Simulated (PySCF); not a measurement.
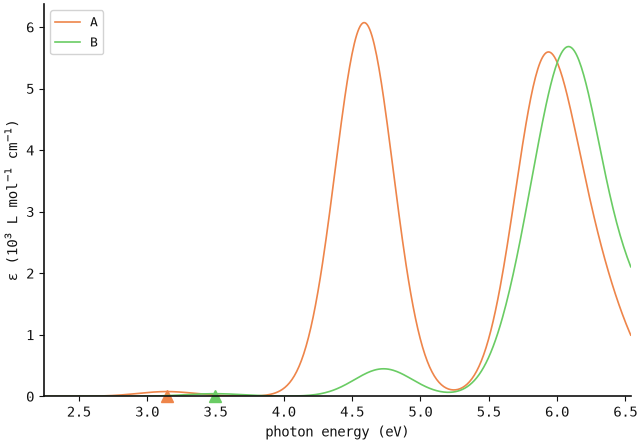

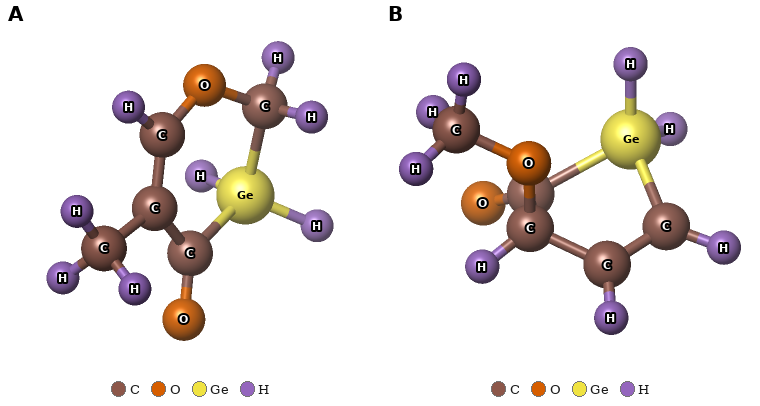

Related molecules: A is C₅H₈GeO₂, SMILES CC1=CO[CH2][GeH2][C]1=O, singlet; B is C₅H₈GeO₂, SMILES CO[C@@H]1C=[CH][GeH2][C]1=O, singlet. Vertical TDDFT absorption, PBE0/def2-SVPD, PySCF, at a GFN2-xTB geometry (no frequency check); Gaussians of 1/e half-width 0.30 eV, triangles mark S1, and the range ends where the computed states of one molecule run out.

How does the lowest singlet move?

Answer. A: 3.14 eV (f = 0.001, mainly HOMO → LUMO (95 %)); B: 3.50 eV (f = 0.001, mainly HOMO → LUMO (93 %)). From A to B it shifts 0.35 eV to the blue.

And the brightest state of each within the range drawn?

Answer. A: S2 at 4.59 eV, f = 0.11; B: S6 at 6.17 eV, f = 0.05.

Limits of at least one run: core orbitals are frozen in the response; one conformer of a flexible molecule; states above the negative HOMO energy depend on the basis; the tight-binding geometry is rougher than a DFT one and adds to the error.
